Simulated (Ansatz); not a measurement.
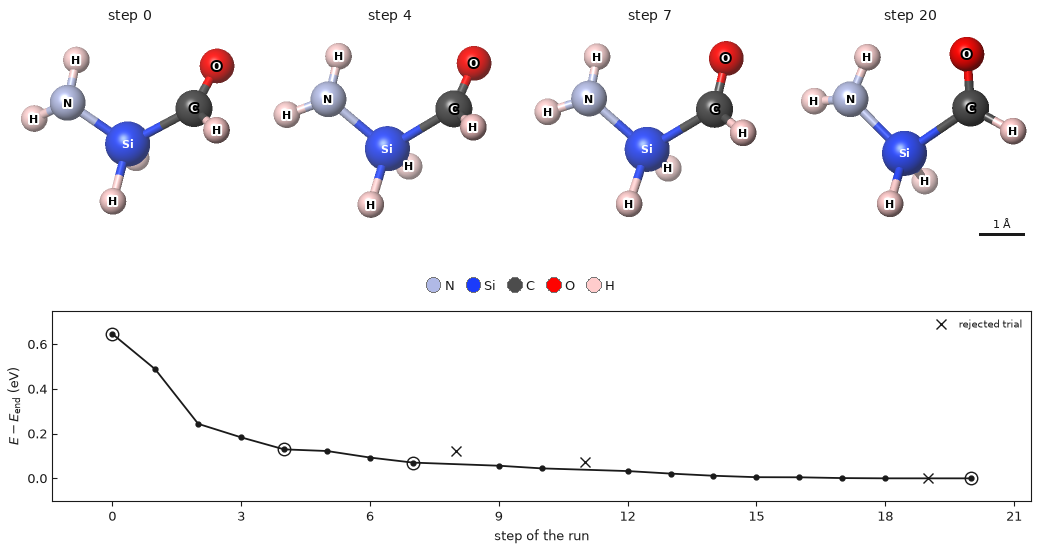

Frames of a relaxation of CH₅NOSi, marked on the history of the run. Style: ball-and-stick. Shown at a tilt.

The run prepares an end point of a later path (torsion) calculation, from a guessed geometry.

These are results of RKS PBE-D4/def2-SVP in Ansatz 0.2.0, not measurements. (no spin polarisation; force threshold 0.015 eV/Å; at most 40 steps)

Question: Describe the path.

Answer: The energy falls by 0.646 eV in 17 accepted moves (20 points after the start). The largest force component goes from 4.2 to 0.0067 eV/Å. The line search rejected the trial steps at points 8, 11, 19 of the run. The largest move after the best rigid fit is that of the O atom, 0.90 Å. Largest moves by element: O 0.90 Å, H 0.73 Å, N 0.25 Å, Si 0.23 Å, C 0.11 Å. Among the contacts that change: C–Si 1.857 → 1.946 Å, N–Si 1.647 → 1.729 Å, H–N 1.074 → 1.027 Å, H–N 1.058 → 1.020 Å. Bond angles that change, for instance: Si–N–H 111.1° → 124.4°, N–Si–C 113.3° → 100.8°, H–N–H 100.9° → 112.5°. Groups turn about C–Si by about 60°. Cost: 56 s on 1 thread of Intel(R) Xeon(R) Platinum 8259CL CPU @ 2.50GHz (Skylake/Cascade Lake) (shared host), peak memory 0.16 GiB. From step 0 to 4: H atoms move most (0.35 Å), energy −0.517 eV. From step 4 to 7: an H atom moves most (0.31 Å), energy −0.059 eV. From step 7 to 20: the O atom moves most (0.58 Å), energy −0.070 eV.
